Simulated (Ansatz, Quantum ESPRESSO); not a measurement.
# Al3W (Pm-3m): zone-centre phonons

Which modes does Al3W (Pm-3m) have at the zone centre?

Method: DFT PBE, scalar-relativistic, plane waves, PseudoDojo norm-conserving pseudopotentials, in Quantum ESPRESSO 7.5.

The structure was built from a prototype and need not be the compound's stable phase.

## (1) The structure

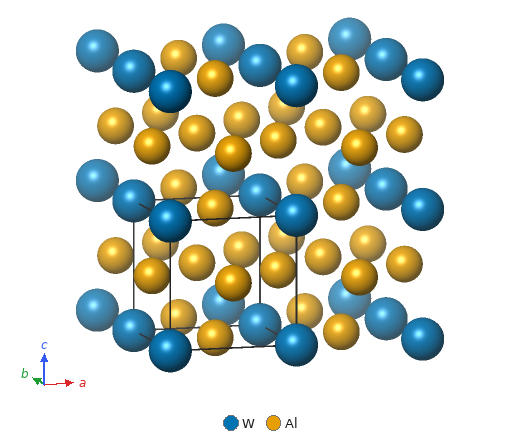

Start, viewed slightly off an axis; tungsten blue, aluminium orange. 2×2×2 cells are drawn. Some periodic images of atoms are drawn too.

As a file:

```cif
data_structure
_symmetry_space_group_name_H-M 'P 1'
_symmetry_Int_Tables_number 1
_cell_length_a 3.9725
_cell_length_b 3.9725
_cell_length_c 3.9725
_cell_angle_alpha 90.000
_cell_angle_beta 90.000
_cell_angle_gamma 90.000
_cell_volume 62.69
loop_
_atom_site_label
_atom_site_type_symbol
_atom_site_fract_x
_atom_site_fract_y
_atom_site_fract_z
_atom_site_occupancy
W1 W 0.00000 0.00000 0.00000 1
Al2 Al 0.00000 0.50000 0.50000 1
Al3 Al 0.50000 0.00000 0.50000 1
Al4 Al 0.50000 0.50000 0.00000 1
```

## (2) A probe with smearing

A cheap run with smearing and empty bands tells whether the crystal has a gap, which decides between fixed occupations and smearing later on.

probe.in

```
 &control
    calculation='scf',
    prefix='x',
    outdir='./tmp',
    pseudo_dir='./pseudo',
    tprnfor=.true.,
    tstress=.true.,
    verbosity='high',
 /
 &system
    ibrav=1,
    celldm(1)=7.50689495,
    nat=4,
    ntyp=2,
    ecutwfc=62.0,
    occupations='smearing',
    smearing='gaussian',
    degauss=0.01,
 /
 &electrons
    conv_thr=1.0d-07,
    mixing_beta=0.7,
    electron_maxstep=100,
 /
ATOMIC_SPECIES
 W     183.8400  W.upf
 Al     26.9815  Al.upf
ATOMIC_POSITIONS crystal
 W      0.000000000   0.000000000   0.000000000
 Al     0.000000000   0.500000000   0.500000000
 Al     0.500000000   0.000000000   0.500000000
 Al     0.500000000   0.500000000   0.000000000
K_POINTS automatic
 4 4 4 0 0 0
```

On the command line:

```console
OMP_NUM_THREADS=1 mpirun -n 4 pw.x -nk 4 -in probe.in > probe.out
```

What it wrote:

```text
[banners, grids, parts of the stress and lines that vanish by symmetry left out]
Program PWSCF v.7.5
     bravais-lattice index     =            1
     lattice parameter (alat)  =       7.5069  a.u.
[...]
kinetic-energy cutoff     =      62.0000  Ry
     charge density cutoff     =     248.0000  Ry
     scf convergence threshold =      1.0E-07
[...]
Exchange-correlation= PBE
                           (   1   4   3   4   0   0   0)
[...]
48 Sym. Ops., with inversion, found
[...]
(     0          1          0      )
                  (     0          0          1      )
[...]
(  0.0000000  1.0000000  0.0000000 )
                  (  0.0000000  0.0000000  1.0000000 )
[...]
(     0         -1          0      )
                  (     0          0          1      )
[...]
(     1          0          0      )
[...]
( -1.0000000  0.0000000  0.0000000 )
                  (  0.0000000  1.0000000  0.0000000 )
[...]
number of k points=    10  Gaussian smearing, width (Ry)=  0.0100
[...]
End of self-consistent calculation
[...]
the Fermi energy is    12.0991 ev
!    total energy              =    -165.59671932 Ry
[...]
convergence has been achieved in   8 iterations
[...]
atom    1 type  1   force =     0.00000000    0.00000000    0.00000000
     atom    2 type  2   force =     0.00000000    0.00000000    0.00000000
     atom    3 type  2   force =     0.00000000    0.00000000    0.00000000
     atom    4 type  2   force =     0.00000000    0.00000000    0.00000000
[...]
Total force =     0.000000     Total SCF correction =     0.000000
[...]
total   stress  (Ry/bohr**3)                   (kbar)     P=      -34.51
[...]
XML data file, charge density, pseudopotentials, collected wavefunctions

   JOB DONE.
```

The job ended after 3.2 s (4 MPI ranks of Arm Neoverse V2, shared host; 13 s of CPU time).

This step gave:

* volume per atom: 15.67 Å³
* pressure: -3.451 GPa
* gap on the k-mesh: 0 eV

No gap opens on this mesh, so smearing is kept; the start stands at -3.5 GPa.

## (3) Relaxation

The harmonic expansion starts where the forces on the atoms vanish, and stress shifts the frequencies, so cell and atoms are relaxed with tight thresholds.

relax.in

```
 &control
    calculation='vc-relax',
    prefix='x',
    outdir='./tmp',
    pseudo_dir='./pseudo',
    tprnfor=.true.,
    tstress=.true.,
    forc_conv_thr=2.0d-05,
    etot_conv_thr=1.0d-07,
    nstep=40,
 /
 &system
    ibrav=1,
    celldm(1)=7.50689495,
    nat=4,
    ntyp=2,
    ecutwfc=62.0,
    occupations='smearing',
    smearing='mv',
    degauss=0.02,
 /
 &electrons
    conv_thr=1.0d-11,
    mixing_beta=0.7,
    electron_maxstep=100,
 /
 &ions
 /
 &cell
    press_conv_thr=0.2,
 /
ATOMIC_SPECIES
 W     183.8400  W.upf
 Al     26.9815  Al.upf
ATOMIC_POSITIONS crystal
 W      0.000000000   0.000000000   0.000000000
 Al     0.000000000   0.500000000   0.500000000
 Al     0.500000000   0.000000000   0.500000000
 Al     0.500000000   0.500000000   0.000000000
K_POINTS automatic
 8 8 8 0 0 0
```

On the command line:

```console
OMP_NUM_THREADS=1 mpirun -n 4 pw.x -nk 4 -in relax.in > relax.out
```

What it wrote:

```text
[banners, grids, parts of the stress and lines that vanish by symmetry left out]
[banner, memory and clock lines left out]
Program PWSCF v.7.5

[...]
kinetic-energy cutoff     =      62.0000  Ry
     charge density cutoff     =     248.0000  Ry
     scf convergence threshold =      1.0E-11
[...]
energy convergence thresh.=      1.0E-07
     force convergence thresh. =      2.0E-05
     press convergence thresh. =      2.0E-01
     Exchange-correlation= PBE
                           (   1   4   3   4   0   0   0)
[...]
48 Sym. Ops., with inversion, found
[...]
number of k points=    35  Marzari-Vanderbilt smearing, width (Ry)=  0.0200
[...]
End of self-consistent calculation
[...]
the Fermi energy is    12.0943 ev
!    total energy              =    -165.59180618 Ry
[...]
convergence has been achieved in  12 iterations
[...]
atom    1 type  1   force =     0.00000000    0.00000000    0.00000000
     atom    2 type  2   force =     0.00000000    0.00000000    0.00000000
     atom    3 type  2   force =     0.00000000    0.00000000    0.00000000
     atom    4 type  2   force =     0.00000000    0.00000000    0.00000000
     Total force =     0.000000     Total SCF correction =     0.000000
[...]
total   stress  (Ry/bohr**3)                   (kbar)     P=      -33.23
[...]
number of bfgs steps    =   0
[...]
CELL_PARAMETERS (alat=  7.50689495)
[...]
ATOMIC_POSITIONS (crystal)
W                0.0000000000        0.0000000000        0.0000000000
Al               0.0000000000        0.5000000000        0.5000000000
Al               0.5000000000        0.0000000000        0.5000000000
Al               0.5000000000        0.5000000000        0.0000000000
[...]
New effective cutoffs (rho, wfc):  250.82   62.70
[...]
End of self-consistent calculation
[...]
the Fermi energy is    12.3441 ev
!    total energy              =    -165.59287987 Ry
[...]
convergence has been achieved in   6 iterations
[...]
atom    1 type  1   force =     0.00000000    0.00000000    0.00000000
     atom    2 type  2   force =     0.00000000    0.00000000    0.00000000
     atom    3 type  2   force =     0.00000000    0.00000000    0.00000000
     atom    4 type  2   force =     0.00000000    0.00000000    0.00000000
     Total force =     0.000000     Total SCF correction =     0.000000
[...]
total   stress  (Ry/bohr**3)                   (kbar)     P=      -10.76
[...]
number of bfgs steps    =   1
[...]
CELL_PARAMETERS (alat=  7.50689495)
[...]
ATOMIC_POSITIONS (crystal)
[...]
New effective cutoffs (rho, wfc):  252.17   63.04
[...]
End of self-consistent calculation
[...]
the Fermi energy is    12.4633 ev
!    total energy              =    -165.59299756 Ry
[...]
convergence has been achieved in   8 iterations
[...]
atom    1 type  1   force =     0.00000000    0.00000000    0.00000000
     atom    2 type  2   force =     0.00000000    0.00000000    0.00000000
     atom    3 type  2   force =     0.00000000    0.00000000    0.00000000
     atom    4 type  2   force =     0.00000000    0.00000000    0.00000000
     Total force =     0.000000     Total SCF correction =     0.000000
[...]
total   stress  (Ry/bohr**3)                   (kbar)     P=        0.42
[...]
number of bfgs steps    =   2
[...]
CELL_PARAMETERS (alat=  7.50689495)
[...]
ATOMIC_POSITIONS (crystal)
[...]
New effective cutoffs (rho, wfc):  252.12   63.03
[...]
End of self-consistent calculation
[...]
the Fermi energy is    12.4588 ev
!    total energy              =    -165.59299774 Ry
[...]
convergence has been achieved in   6 iterations
[...]
atom    1 type  1   force =     0.00000000    0.00000000    0.00000000
     atom    2 type  2   force =     0.00000000    0.00000000    0.00000000
     atom    3 type  2   force =     0.00000000    0.00000000    0.00000000
     atom    4 type  2   force =     0.00000000    0.00000000    0.00000000
     Total force =     0.000000     Total SCF correction =     0.000000
[...]
total   stress  (Ry/bohr**3)                   (kbar)     P=       -0.00
[...]
number of bfgs steps    =   3
[...]
small trust_radius: resetting bfgs history
[...]
CELL_PARAMETERS (alat=  7.50689495)
[...]
ATOMIC_POSITIONS (crystal)
[...]
New effective cutoffs (rho, wfc):  252.12   63.03
[...]
End of self-consistent calculation
[...]
the Fermi energy is    12.4589 ev
!    total energy              =    -165.59299774 Ry
[...]
convergence has been achieved in   4 iterations
[...]
atom    1 type  1   force =     0.00000000    0.00000000    0.00000000
     atom    2 type  2   force =     0.00000000    0.00000000    0.00000000
     atom    3 type  2   force =     0.00000000    0.00000000    0.00000000
     atom    4 type  2   force =     0.00000000    0.00000000    0.00000000
     Total force =     0.000000     Total SCF correction =     0.000000
[...]
total   stress  (Ry/bohr**3)                   (kbar)     P=       -0.00
[...]
bfgs converged in   5 scf cycles and   4 bfgs steps
[...]
End of BFGS Geometry Optimization
     Final enthalpy           =    -165.5929977373 Ry
     File ./tmp/x.bfgs deleted, as requested
[...]
CELL_PARAMETERS (alat=  7.50689495)
[...]
ATOMIC_POSITIONS (crystal)
[...]
Al               0.5000000000        0.0000000000        0.5000000000
Al               0.5000000000        0.5000000000        0.0000000000
[...]
Final scf calculation at the relaxed structure.
[...]
kinetic-energy cutoff     =      62.0000  Ry
     charge density cutoff     =     248.0000  Ry
     scf convergence threshold =      1.0E-13
[...]
press convergence thresh. =      2.0E-01
     Exchange-correlation= PBE
                           (   1   4   3   4   0   0   0)
[...]
48 Sym. Ops., with inversion, found
[...]
number of k points=    35  Marzari-Vanderbilt smearing, width (Ry)=  0.0200
[...]
c_bands:  2 eigenvalues not converged
     c_bands:  1 eigenvalues not converged
     c_bands:  1 eigenvalues not converged
[...]
End of self-consistent calculation
[...]
the Fermi energy is    12.4589 ev
!    total energy              =    -165.59295989 Ry
[...]
convergence has been achieved in  15 iterations
[...]
atom    1 type  1   force =     0.00000000    0.00000000    0.00000000
     atom    2 type  2   force =     0.00000000    0.00000000    0.00000000
     atom    3 type  2   force =     0.00000000    0.00000000    0.00000000
     atom    4 type  2   force =     0.00000000    0.00000000    0.00000000
     Total force =     0.000000     Total SCF correction =     0.000000
[...]
total   stress  (Ry/bohr**3)                   (kbar)     P=       -0.18
[...]
XML data file, charge density, pseudopotentials, collected wavefunctions
```

Elapsed: 41 s, on 4 MPI ranks; 2.7 min of CPU time.

The steps of the relaxation:

```
step  energy less that of the first step (eV)  largest force (eV/Å)  pressure (GPa)  volume (Å³)
   1                                   0.0000                0.0000           -3.32        62.69
   2                                  -0.0146                0.0000           -1.08        61.63
   3                                  -0.0162                0.0000            0.04        61.14
   4                                  -0.0162                0.0000            0.00        61.16
   5                                  -0.0162                0.0000            0.00        61.16
   6                                  -0.0157                0.0000           -0.02        61.16
```

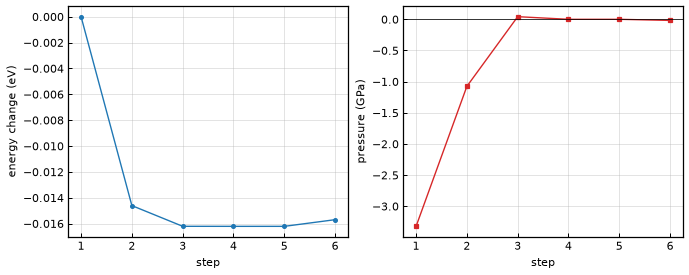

Energy and pressure along the relaxation.

```
conventional cell, symmetrised  before  after  change
                         a (Å)   3.972  3.940  -0.8 %
                         b (Å)   3.972  3.940  -0.8 %
                         c (Å)   3.972  3.940  -0.8 %
              volume (Å³/atom)   15.67  15.29  -2.4 %
```

Final coordinates:

```
W Al
1.0
     3.93988    0.00000    0.00000
     0.00000    3.93988    0.00000
     0.00000    0.00000    3.93988
W Al
1 3
Direct
  0.00000 0.00000 0.00000
  0.00000 0.50000 0.50000
  0.50000 0.00000 0.50000
  0.50000 0.50000 0.00000
```

The last row of the table of steps is pw.x's closing run on a basis chosen anew for the final cell, so its energy can jump.

Read from the output:

- volume per atom: 15.29 Å³
- pressure: -0.018 GPa

The volume changes by -2.4 % from the cell with which this run began.

## (4) Self-consistent run for the response

The response is built on this ground state, so it is converged far tighter than an energy would need. Smearing stays on, as the first look found no gap above 0.3 eV.

scf.in

```
 &control
    calculation='scf',
    prefix='x',
    outdir='./tmp',
    pseudo_dir='./pseudo',
    tprnfor=.true.,
    tstress=.true.,
 /
 &system
    ibrav=1,
    celldm(1)=7.44528729,
    nat=4,
    ntyp=2,
    ecutwfc=62.0,
    occupations='smearing',
    smearing='mv',
    degauss=0.02,
 /
 &electrons
    conv_thr=1.0d-12,
    mixing_beta=0.7,
    electron_maxstep=100,
 /
ATOMIC_SPECIES
 W     183.8400  W.upf
 Al     26.9815  Al.upf
ATOMIC_POSITIONS crystal
 W      0.000000000   0.000000000   0.000000000
 Al     0.000000000   0.500000000   0.500000000
 Al     0.500000000   0.000000000   0.500000000
 Al     0.500000000   0.500000000   0.000000000
K_POINTS automatic
 8 8 8 0 0 0
```

On the command line:

```console
OMP_NUM_THREADS=1 mpirun -n 4 pw.x -nk 4 -in scf.in > scf.out
```

What it wrote:

```text
[banners, grids, parts of the stress and lines that vanish by symmetry left out]
[banner, memory and clock lines left out]
Program PWSCF v.7.5

[...]
kinetic-energy cutoff     =      62.0000  Ry
     charge density cutoff     =     248.0000  Ry
     scf convergence threshold =      1.0E-12
[...]
Exchange-correlation= PBE
                           (   1   4   3   4   0   0   0)
[...]
48 Sym. Ops., with inversion, found
[...]
number of k points=    35  Marzari-Vanderbilt smearing, width (Ry)=  0.0200
[...]
End of self-consistent calculation
[...]
the Fermi energy is    12.4589 ev
!    total energy              =    -165.59295989 Ry
[...]
convergence has been achieved in  13 iterations
[...]
atom    1 type  1   force =     0.00000000    0.00000000    0.00000000
     atom    2 type  2   force =     0.00000000    0.00000000    0.00000000
     atom    3 type  2   force =     0.00000000    0.00000000    0.00000000
     atom    4 type  2   force =     0.00000000    0.00000000    0.00000000
     Total force =     0.000000     Total SCF correction =     0.000000
[...]
total   stress  (Ry/bohr**3)                   (kbar)     P=       -0.17
[...]
XML data file, charge density, pseudopotentials, collected wavefunctions
```

Wall time 11 s (4 MPI ranks); 44 s of CPU time.

Read from the output:

| Item | Value |
| --- | --- |
| pressure | -0.017 GPa |

The cell stands at -0.017 GPa, close enough for phonons.

(Continued in part 2 of 3.)

[Host names and launcher messages were left out of these logs when they were recorded.]

[Logs are printed without paths, hosts, clocks, repeated set-up lines and the standing remarks that a program may print on its own settings, such as how far it seeks lower states.]

[Hosts, paths, dates, database ids (printed as entryN), source tags and the programs' standing remarks are cut or masked in the printed files.]
